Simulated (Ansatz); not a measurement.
# Calculations on Li16H3C

**1. Relaxation**

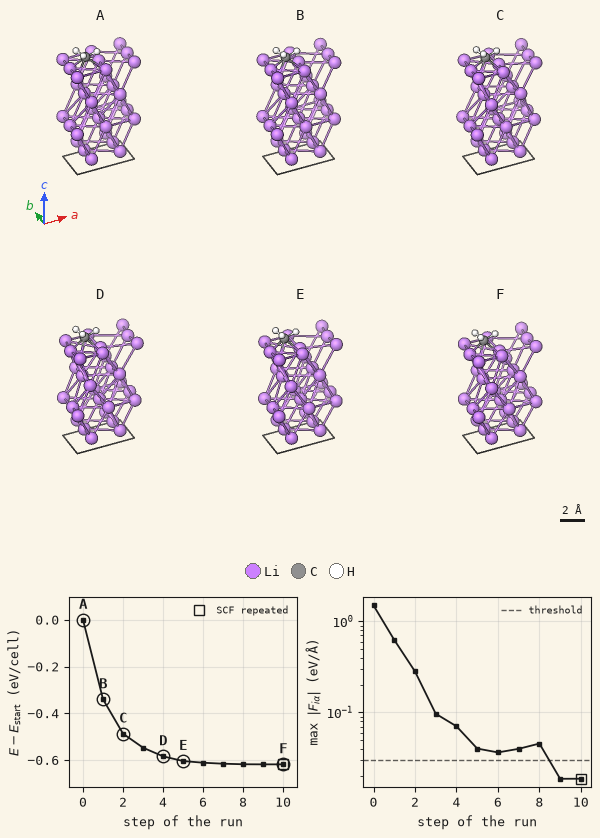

Frames of a constrained relaxation of a slab of composition Li₁₆H₃C, marked on the history of the run. The picture is a ball-and-stick view of the cell of the calculation, outlined in the plane, without the vacuum (origin shifted), seen slightly off an axis.

It is CH3 on Li(110), set down by a guess. The run prepares an end point of a later path (dissociation) calculation, from a guessed geometry. 4 atoms are held fixed.

These are results of DFT PBE-D3(BJ), scalar-relativistic, plane waves, PAW in Ansatz 0.2.0, not measurements.

The input:
```yaml
crystal:
  lattice:
    - [6.98, 0.0, 0.0]
    - [3.49, 4.935605, 0.0]
    - [0.0, 0.0, 18.403408]
  atoms:
    - { symbol: Li, position: [-0.25, 0.5, 0.0543378] }
    - { symbol: Li, position: [0.25, 0.5, 0.0543378] }
    - { symbol: Li, position: [-0.25, 1.0, 0.0543378] }
    - { symbol: Li, position: [0.25, 1.0, 0.0543378] }
    - { symbol: Li, position: [0.0, 0.0, 0.1884326] }
    - { symbol: Li, position: [0.5, 0.0, 0.1884326] }
    - { symbol: Li, position: [0.0, 0.5, 0.1884326] }
    - { symbol: Li, position: [0.5, 0.5, 0.1884326] }
    - { symbol: Li, position: [-0.25, 0.5, 0.3225275] }
    - { symbol: Li, position: [0.25, 0.5, 0.3225275] }
    - { symbol: Li, position: [-0.25, 1.0, 0.3225275] }
    - { symbol: Li, position: [0.25, 1.0, 0.3225275] }
    - { symbol: Li, position: [0.0, 0.0, 0.4566224] }
    - { symbol: Li, position: [0.5, 0.0, 0.4566224] }
    - { symbol: Li, position: [0.0, 0.5, 0.4566224] }
    - { symbol: Li, position: [0.5, 0.5, 0.4566224] }
    - { symbol: C, position: [0.1831243, 0.6654757, 0.5261747] }
    - { symbol: H, position: [0.1189242, 0.5489961, 0.5457363] }
    - { symbol: H, position: [0.3615146, 0.5746605, 0.5457363] }
    - { symbol: H, position: [0.0695574, 0.8739013, 0.5457363] }
basis:
  ecutwfc: 420.0
kpoints:
  mp_grid: { grid: [3, 3, 1] }
hamiltonian:
  xc: pbe
  dispersion: d3bj
scf:
  occupations: { method: gaussian, width: 0.05 }
  lower_state_search: "off"
relax:
  f_tol: 0.03
  max_steps: 60
  adjacent_minimum: "off"
  constraints: [{ sites: [0, 1, 2, 3] }]
```

Command:
```bash
ansatz run input.yaml --threads 2 --pin off --max-ram 5120MiB --backend cpu --events-out ev --progress --plain --runs-dir out
```

Q: What happens along the run?

A: After 9 accepted moves (10 points after the start) the energy has fallen by 0.618 eV per cell of the calculation. The largest force component goes from 1.5 to 0.019 eV/Å. 1 step only repeated the SCF at the same geometry. The largest move is that of Li14, 0.98 Å along the normal (−c). Largest moves by element: Li 0.98 Å, C 0.41 Å, H 0.33 Å. The lattice vectors keep their values. Near-neighbour distances that change, for instance: Li15–Li16 3.490 → 2.787 Å, Li9–Li14 3.490 → 2.956 Å, Li2–Li5 3.490 → 3.034 Å, Li4–Li7 3.490 → 3.115 Å. Among the angles between lasting bonds that change: Li14–Li16–Li14 180.0° → 158.5°, Li10–Li15–C17 89.4° → 107.6°, Li15–C17–Li16 97.8° → 80.0°. From step 0 to 1: Li15 moves most (0.19 Å), energy −0.340 eV per cell of the calculation. From step 1 to 2: Li14 moves most (0.19 Å), energy −0.147 eV per cell of the calculation. From step 2 to 4: Li14 moves most (0.40 Å), energy −96.8 meV per cell of the calculation. From step 4 to 5: Li and H atoms move most (0.14 Å), energy −20.1 meV per cell of the calculation. From step 5 to 10: Li and H atoms move most (0.22 Å), energy −14.2 meV per cell of the calculation.

Limits of the set-up: the periodic images lie only 6.0 Å apart, so the values are limited by the cell's size.

**2. Relaxation**

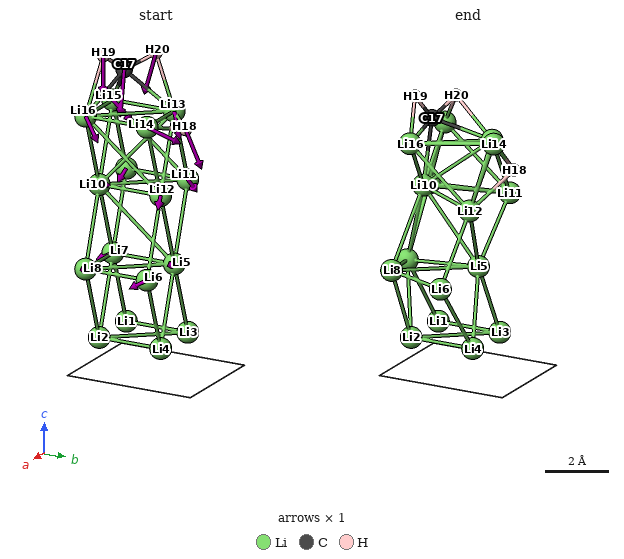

The structure of a slab of composition Li16H3C before (left) and after (right) a constrained relaxation, at one scale. The purple arrows give the displacements, at their true length.

Style: ball-and-stick. Shown: the cell of the calculation, outlined in the plane, without the vacuum (origin shifted), slightly off an axis.

It is CH3 on Li(110), set down by a guess. The run prepares an end point of a later path (dissociation) calculation, from a guessed geometry. 4 atoms are held fixed.

Computed with DFT PBE-D3(BJ), scalar-relativistic, plane waves, PAW in Ansatz.

The input:
```yaml
crystal:
  lattice:
    - [6.98, 0.0, 0.0]
    - [3.49, 4.935605, 0.0]
    - [0.0, 0.0, 18.403408]
  atoms:
    - { symbol: Li, position: [-0.25000002, 0.50000003, 0.05433776] }
    - { symbol: Li, position: [0.24999998, 0.50000003, 0.05433776] }
    - { symbol: Li, position: [-0.25000003, 1.00000007, 0.05433776] }
    - { symbol: Li, position: [0.24999997, 1.00000007, 0.05433776] }
    - { symbol: Li, position: [0.0, 0.0, 0.18843264] }
    - { symbol: Li, position: [0.5, 0.0, 0.18843264] }
    - { symbol: Li, position: [-2.0e-08, 0.50000003, 0.18843264] }
    - { symbol: Li, position: [0.49999998, 0.50000003, 0.18843264] }
    - { symbol: Li, position: [-0.25000002, 0.50000003, 0.32252751] }
    - { symbol: Li, position: [0.24999998, 0.50000003, 0.32252751] }
    - { symbol: Li, position: [-0.25000003, 1.00000007, 0.32252751] }
    - { symbol: Li, position: [0.24999997, 1.00000007, 0.32252751] }
    - { symbol: Li, position: [0.0, 0.0, 0.45662238] }
    - { symbol: Li, position: [0.5, 0.0, 0.45662238] }
    - { symbol: Li, position: [-2.0e-08, 0.50000003, 0.45662238] }
    - { symbol: Li, position: [0.49999998, 0.50000003, 0.45662238] }
    - { symbol: C, position: [0.16666664, 0.66666671, 0.52617472] }
    - { symbol: H, position: [0.16666666, 0.16666668, 0.43977768] }
    - { symbol: H, position: [0.34505699, 0.57585156, 0.55660386] }
    - { symbol: H, position: [0.0530997, 0.87509232, 0.55660386] }
basis:
  ecutwfc: 420.0
kpoints:
  mp_grid: { grid: [3, 3, 1] }
hamiltonian:
  xc: pbe
  dispersion: d3bj
scf:
  occupations: { method: gaussian, width: 0.05 }
  lower_state_search: "off"
relax:
  f_tol: 0.03
  max_steps: 60
  adjacent_minimum: "off"
  constraints: [{ sites: [0, 1, 2, 3] }]
```

Command:
```bash
ansatz run input.yaml --threads 2 --pin off --max-ram 5120MiB --backend cpu --events-out ev --progress --plain --runs-dir out
```

**Summarise the run.**

After 16 accepted moves (18 points after the start) the energy has fallen by 1.927 eV per cell of the calculation. Largest force component: 1.2 eV/Å at the start, 0.017 eV/Å at the end. The line search rejected the trial step at point 15 of the run. 1 step only repeated the SCF at the same geometry. H20 moves most: 1.70 Å at 30° to the normal (−c side). By element the largest moves are H 1.70 Å, C 1.58 Å, Li 1.25 Å. The cell doesn't change. Some distances before and after: Li10–C17 3.837 → 2.229 Å, Li14–C17 3.531 → 2.162 Å, Li9–H18 3.226 → 2.006 Å, Li15–H20 3.104 → 1.893 Å. Among the angles between lasting bonds that change: Li15–C17–H20 122.2° → 64.8°, Li15–C17–Li16 97.8° → 149.9°, Li10–Li16–C17 90.9° → 56.1°. Cost: 55 s on 2 threads of Intel(R) Xeon(R) Platinum 8488C (Sapphire Rapids), on a shared host, peak memory 0.83 GiB.

Limits of the set-up: the periodic images lie only 6.0 Å apart, so the values are limited by the cell's size.

**3. Path**

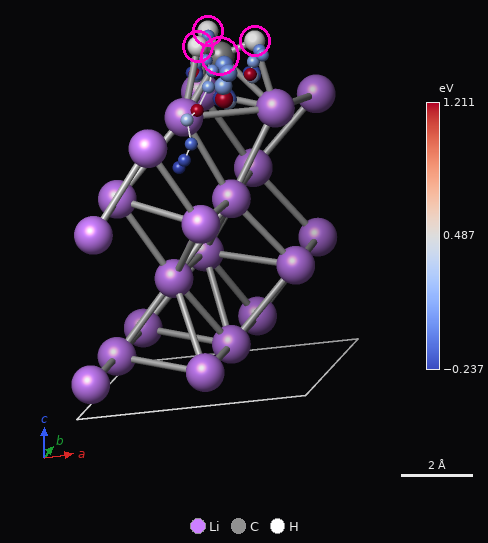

NEB run on CH3 on Li(110) (20 atoms in the cell). Images are numbered from 0 (start) to 8 (end). The start is drawn whole; smaller spheres mark the moving atoms (C, H) in the later images, joined by lines and coloured by the energy of the image relative to the start. Style: ball-and-stick. Shown: the simulation cell, with the vacuum cut short (origin moved), slightly off an axis. The atoms that move most are ringed. Bonds to atoms that aren't drawn are left out.

Method: DFT PBE-D3(BJ), scalar-relativistic, plane waves, PAW in Ansatz. Run with plane-wave cutoff 420 eV; k-point mesh 3 × 3 × 1; Gaussian smearing 0.05 eV; 4 atoms held fixed; 7 movable images; climbing image; force threshold 0.05 eV/Å; iteration limit 80; starting path by image-dependent pair potential.

What moves, how far, and at what cost in energy?

An H atom travels furthest, 3.64 Å from end to end, on a path that bends up to 0.83 Å away from the straight line. At the highest image its nearest neighbour (Li) is 1.68 Å away, against 1.11 Å at the start, and the surrounding atoms stand up to 0.87 Å off the mean of their end positions. The highest point, image 4, lies 1.21 eV above the start and 1.45 eV above the end; the end is at −0.24 eV relative to the start. The band converged in 13 iterations. The largest component of the band force went from 2.7 to 0.039 eV/Å. The climbing image converged on the top of the path. A check of its curvatures didn't confirm a first-order saddle.

Limits of the set-up: the periodic images lie only 6.0 Å apart, so the values are limited by the cell's size.
